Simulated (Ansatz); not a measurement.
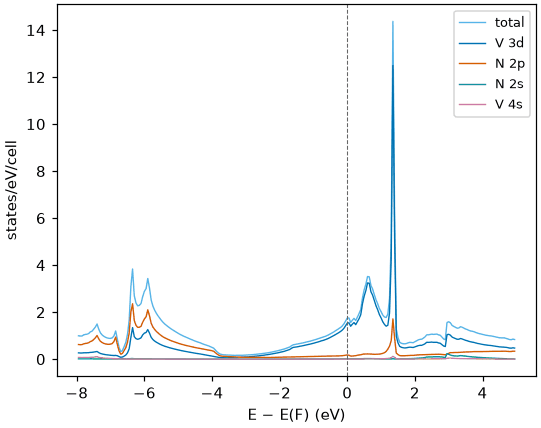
Figure: Total and projected density of states of VN (rock salt, Fm-3m), DFT-PBEsol in the program Ansatz with PAW potentials

Question: Which orbitals carry the states next to the Fermi level?

Answer: Within 0.5 eV of the Fermi level: V 3d 89 %, N 2p 9 %. Projections are on Löwdin-orthogonalised atomic valence shells; empty p or d shells of many metals are not among them.

Question: Where is the tallest occupied peak in this window, and what makes it?

Answer: Near -6.3 eV, about 3.8 states/eV per cell; the largest projected share is N 2p.

The cell was relaxed with PBEsol under the symmetry of its start. The workflow began spin-polarised and lost its moments.

Potentials: the later of the program's two PAW sets.
